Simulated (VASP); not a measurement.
Band structure of Re (hcp). All values below come from PW91 GGA, VASP's PBE PAW potentials (set 64) (plane waves; VASP).

Unless said otherwise, spin-orbit coupling is left out, though it shifts the bands of the heavy elements here.

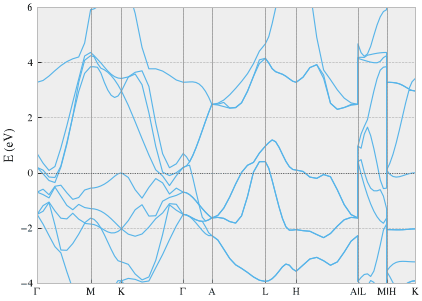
Figure. Bands along high-symmetry lines, zero at the valence-band maximum or, without a gap, the Fermi level

Task: Read the plot: is there a gap, and where are the band edges?

Result: It has no gap at this level: it comes out as a metal or semimetal. (Edges off the drawn lines would not show.)

The compound is Re in the hcp structure. It was relaxed first.
